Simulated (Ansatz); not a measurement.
```yaml
crystal:
  lattice:
    - [6.20632, 0.00000, 0.00000]
    - [0.00000, 6.20632, 0.00000]
    - [0.00000, 0.00000, 6.20632]
  atoms:
    - { symbol: Y, position: [0.50000, 0.50000, 0.50000] }
    - { symbol: Y, position: [0.50000, 0.00000, 0.00000] }
    - { symbol: Y, position: [0.00000, 0.50000, 0.00000] }
    - { symbol: Y, position: [0.00000, 0.00000, 0.50000] }
    - { symbol: Pb, position: [0.50000, 0.50000, 0.00000] }
    - { symbol: Pb, position: [0.00000, 0.50000, 0.50000] }
    - { symbol: Pb, position: [0.50000, 0.00000, 0.50000] }
```

Space group Pm-3m; a structure generated by program, which may or may not match a known phase.

Level of theory: Ansatz, DFT PBE, scalar-relativistic, plane waves, PAW.

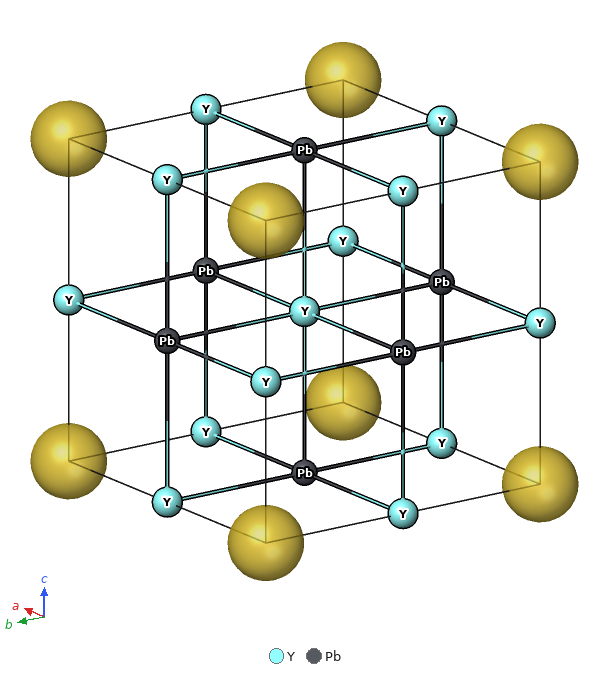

Y₄Pb₃. Isosurface of the ELF at 0.7 (yellow), seen at an oblique angle. Only the valence region is drawn (cores and ρ < 0.01 e/Å³ removed). Sticks mark near contacts.

Where are the electrons localised?

The ELF exceeds this value in one pocket between the atoms, centred on no nucleus (multi-centre or interstitial), counted in one cell of 7 atoms. Any copies at cell faces, edges or corners count once. Profiles from the grid: Y–Pb (3.10 Å): the ELF is about 0.35 at the midpoint and 0.20 at its lowest between the atoms: no shared electron pair shows on this line.
